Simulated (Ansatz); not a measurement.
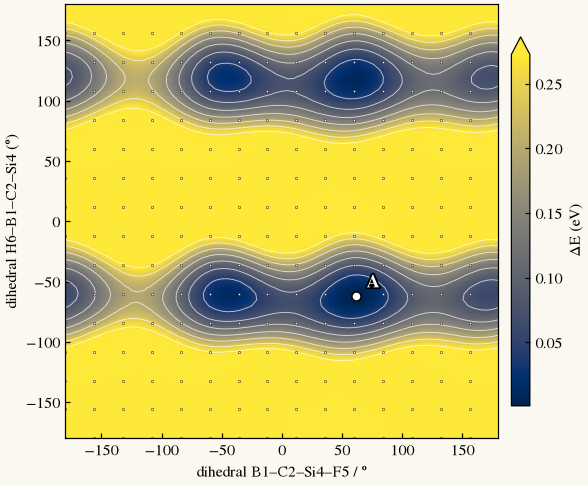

CH5BF2Si, SMILES BC(F)[SiH2]F. The first coordinate is: dihedral B1–C2–Si4–F5; the second: dihedral H6–B1–C2–Si4. Nothing is relaxed (all other coordinates rigid). The grid has 15 × 15 points. Energies are in eV, from the relaxed molecule at the same level. Method: RHF/def2-SVP (Ansatz).

In the figure: a smooth colour map with a few white contour lines, dots at the grid points, one colour for all values above the top of the scale, the well A. Between grid points the surface is interpolated.

Where is the minimum, and how stiff is the well along each coordinate? Take the well at A.

The interpolated minimum is at dihedral B1–C2–Si4–F5 ≈ 62°, dihedral H6–B1–C2–Si4 ≈ −62°. The curvatures there are about 0.44 eV/rad² and 0.83 eV/rad², with a cross term of about −0.06 eV/rad². Round the minimum the two coordinates are weakly coupled (coupling −0.09 in units of the two stiffnesses).
